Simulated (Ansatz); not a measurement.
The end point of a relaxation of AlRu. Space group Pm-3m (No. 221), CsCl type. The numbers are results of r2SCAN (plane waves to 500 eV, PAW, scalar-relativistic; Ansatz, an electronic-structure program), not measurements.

```xyz
2
Lattice="2.9825 0.0000 0.0000 0.0000 2.9825 0.0000 0.0000 0.0000 2.9825" Properties=species:S:1:pos:R:3 pbc="T T T"
Al     0.0000     0.0000     0.0000
Ru     1.4913     1.4913     1.4913
```

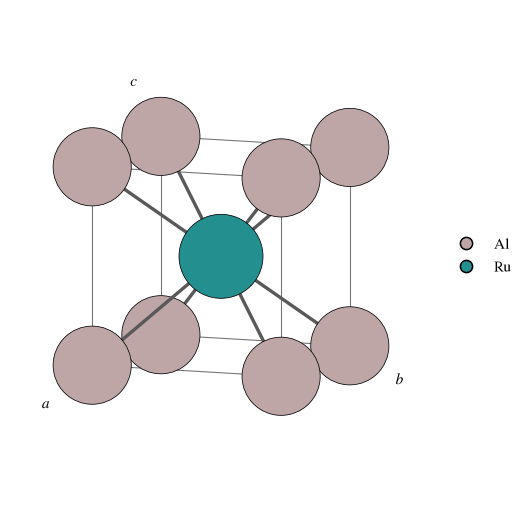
The conventional cell of the relaxed structure

| Item | Result |
|---|---|
| Volume per atom | 13.27 Å³ |
| Density | 8.01 g/cm³ |
| Band gap | zero (metallic) |
| Shortest distances | Al–Ru 2.58 Å; Al–Al 2.98 Å; Ru–Ru 2.98 Å |
| k-mesh | 16×16×16 |

Band energies at high-symmetry points (eV from the Fermi level; labels of this space group; no spin-orbit coupling), from −5 eV up to 4.0 eV:

```csv
point,energies
Γ,-3.74 -3.74 0.16 0.16 0.16
X,-2.85 -1.72 -1.72 0.42 2.53
M,-3.19 -1.49 -1.49 -1.28 -1.28 1.73
R,-4.98 -4.98 -4.98 1.83 1.83 3.25
```

No spin polarisation in the result.

The run could not lose the symmetry of its start; a randomly shaken copy of 4 atoms returns to this structure.
